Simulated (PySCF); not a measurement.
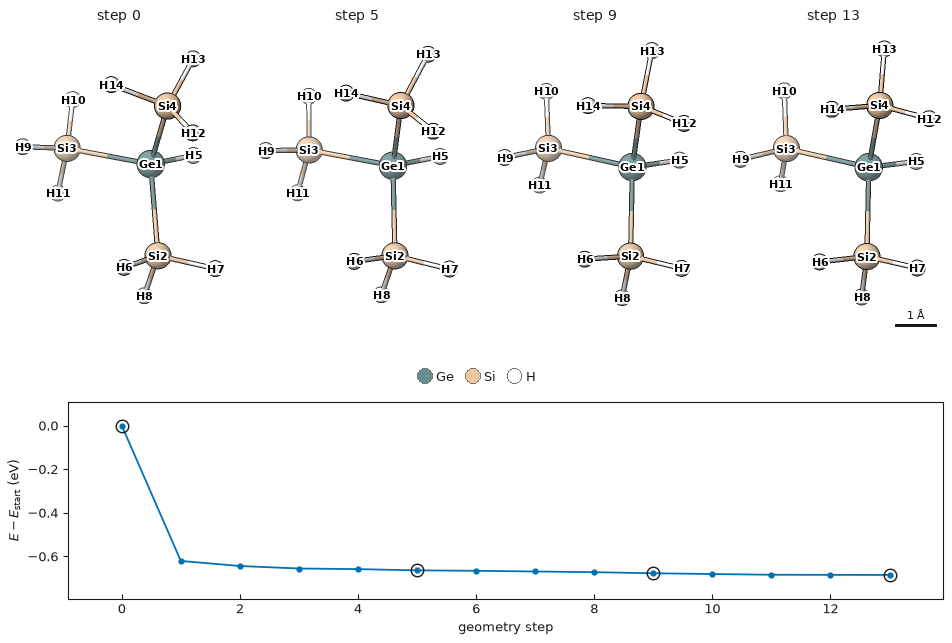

Frames of a relaxation of GeSi3H10, marked on the history of the run. A ball-and-stick model, seen from a free direction.

The start comes from GFN2-xTB. Its atoms were then displaced at random by about 0.03 Å.

Computed with PBE0-D3(BJ)/def2-SVP geometry optimisation, gas phase (PySCF). 

### What happens along the run?

The atom that moves furthest after the best rigid fit is H12 (0.76 Å). By element the largest moves are H 0.76 Å, Ge 0.17 Å, Si 0.15 Å. Some distances before and after: Si3–H9 1.383 → 1.495 Å, Si4–H12 1.391 → 1.495 Å, Ge1–H5 1.441 → 1.544 Å, Si4–H13 1.397 → 1.495 Å. Among the angles between lasting bonds that change: Si3–Ge1–Si4 116.7° → 109.4°, H13–Si4–H14 102.1° → 108.9°, H12–Si4–H13 115.4° → 108.8°. Groups turn about Ge1–Si4 by about 30°. The energy falls by 0.685 eV in 13 geometry steps. From step 0 to 5: H9 moves most (0.29 Å), energy −0.664 eV. From step 5 to 9: H12 moves most (0.41 Å), energy −0.013 eV. From step 9 to 13: H12 moves most (0.26 Å), energy −0.008 eV.

```
step  E − E(0), eV
   0        0.0000
   1       -0.6205
   2       -0.6437
   3       -0.6552
   4       -0.6579
   5       -0.6637
   6       -0.6656
   7       -0.6688
   8       -0.6720
   9       -0.6769
  10       -0.6806
  11       -0.6837
  12       -0.6843
  13       -0.6847
```
